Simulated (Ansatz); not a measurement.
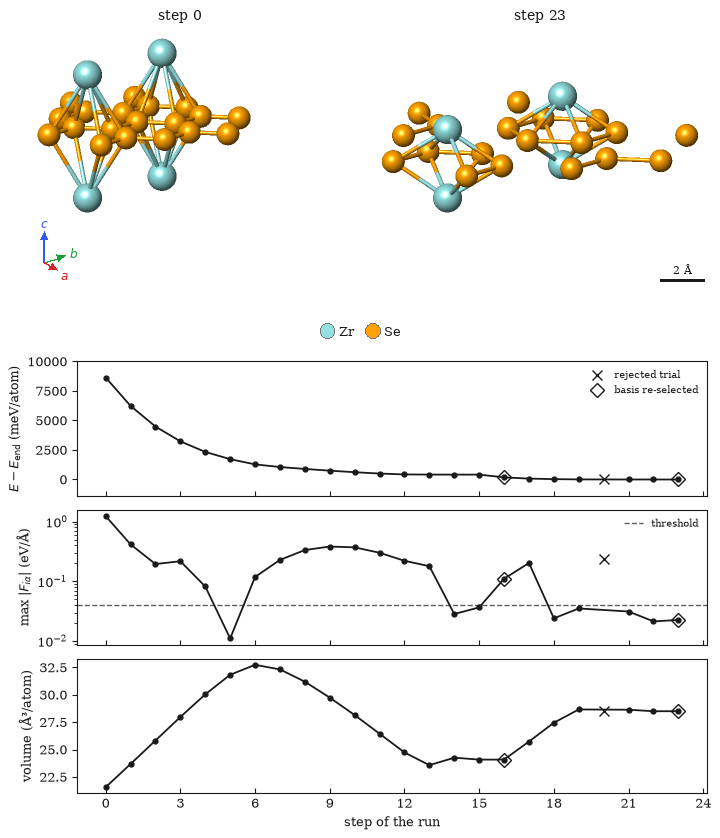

First and last geometry of a relaxation of crystalline ZrSe₆ (a generated structure, set up in P6/mmm) (coarse preliminary run), with the history of the run. The picture is a ball-and-stick view of the atoms within 5.0 Å of the atom that moves most (axes of the cell of the calculation), seen slightly off an axis.

These are results of DFT PBE, scalar-relativistic, plane waves, PAW in Ansatz 0.2.0, not measurements. Settings: plane-wave cutoff 420 eV; k-point mesh 6 × 6 × 4; occupations gaussian; smearing width 0.1 eV; no spin polarisation; cell and atoms relaxed; force threshold 0.04 eV/Å; at most 70 steps.

Q: Read the history and describe the run.

A: It converged. The largest moves relative to the cell, 0.24 Å, are those of Se atoms. Zr stays in place. The drawn cell changes as follows: a = b 5.442 → 8.396 Å (+54.3 %), c 5.885 → 3.268 Å (−44.5 %); the volume changes by +32.2 %. Among the contacts that change: Se–Se 5.885 → 3.268 Å, Zr–Zr 5.885 → 3.268 Å, Se–Se 3.144 → 5.075 Å, Se–Se 1.819 → 3.292 Å. Bonds break: Se–Se (1.82 → 3.29 Å). Among the angles between lasting bonds that change: Zr–Se–Zr 116.8° → 65.3°, Zr–Se–Se 74.8° → 65.1°. The space group stays P6/mmm (No. 191). Over 20 accepted moves (23 points after the start) the energy falls by 8643 meV per atom. The largest force component goes from 1.2 to 0.023 eV/Å. The pressure goes from 140.34 to −0.05 GPa. The line search rejected the trial step at point 20 of the run. The SCF was repeated twice at an unchanged geometry on a basis and grid sized afresh for the cell, which shifted the energy by 232 meV per atom at most. Cost: 8.4 min on 1 thread of Arm Neoverse V1 (shared host), peak memory 0.58 GiB.
